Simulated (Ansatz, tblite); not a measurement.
Potential energy curve for Al2(mu-OMe)2(OH)4, C2H10Al2O6, singlet. The C4–H20 bond (C4 also carries H, H, O; H20 carries nothing else) is stretched with both fragments frozen at the PBE0/def2-SVP optimised geometry.

```
20

Al    -2.2785    -1.7712     0.4794
Al    -2.3480    -0.0915    -1.7669
O     -1.1565    -0.6628    -0.4749
C      0.0000     0.0000     0.0000
H      0.9074    -0.5040    -0.3670
H      0.0000     1.0426    -0.3533
O     -2.4593    -1.0691     2.0297
H     -2.5617    -1.6123     2.8122
O     -2.0635    -3.4674     0.4283
H     -1.8707    -3.9824    -0.3552
O     -3.4707    -1.1984    -0.8113
C     -4.6287    -1.8596    -1.2847
H     -4.6299    -1.8602    -2.3852
H     -4.6301    -2.9020    -0.9311
H     -5.5349    -1.3539    -0.9171
O     -2.5630     1.6047    -1.7163
H     -2.7561     2.1204    -0.9334
O     -2.1669    -0.7957    -3.3160
H     -2.0648    -0.2545    -4.0999
H      0.0000     0.0000     1.1005
```

- GFN2-xTB, 300 K electronic temperature (tblite)
- UKS-PBE = unrestricted PBE/def2-SVP (Ansatz, an electronic-structure program)
- UKS-PBE0 = unrestricted PBE0/def2-SVP (Ansatz)
- RKS-B3LYP = restricted B3LYP/def2-SVP in Ansatz

Energies are in kJ/mol, each relative to the lowest point of its own curve near equilibrium.

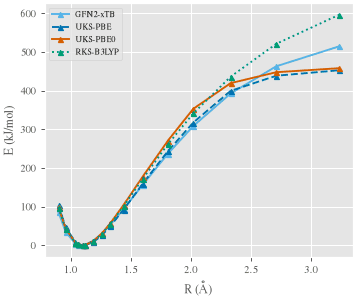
*Energy against bond length for each method.*

```csv
R / Å,GFN2-xTB,UKS-PBE,UKS-PBE0,RKS-B3LYP
0.90,85.0,103.1,98.4,97.5
0.96,34.3,46.0,42.4,42.1
1.04,4.2,8.3,6.7,6.7
1.06,1.4,4.0,2.9,2.9
1.10,0.0,0.0,0.0,0.0
1.12,1.0,0.0,0.6,0.5
1.19,11.7,8.2,11.0,10.6
1.26,29.9,25.8,30.8,29.9
1.33,52.8,49.1,56.7,55.0
1.44,93.1,92.3,104.0,100.9
1.60,156.6,159.5,177.7,172.2
1.81,237.3,243.8,270.9,261.9
2.02,308.5,317.5,353.0,341.0
2.33,392.6,399.3,419.3,436.0
2.71,463.0,438.5,447.7,521.2
3.23,514.3,452.6,457.9,595.9
```

At the longest distance, 3.23 Å, RKS-B3LYP lies highest above its minimum (595.9 kJ/mol) and UKS-PBE lowest (452.6 kJ/mol).

The unrestricted solution behind UKS-PBE changes between 2.33 and 2.71 Å, which can leave a kink. The unrestricted determinant behind UKS-PBE is spin-contaminated at 2.33 to 3.23 Å (<S²> up to 1.0, against 0.00 for a pure singlet). The unrestricted determinant behind UKS-PBE0 is spin-contaminated at 2.02 to 3.23 Å (<S²> up to 1.0, against 0.00 for a pure singlet). The restricted form behind RKS-B3LYP keeps the bonding electrons paired and can't separate into open-shell fragments.
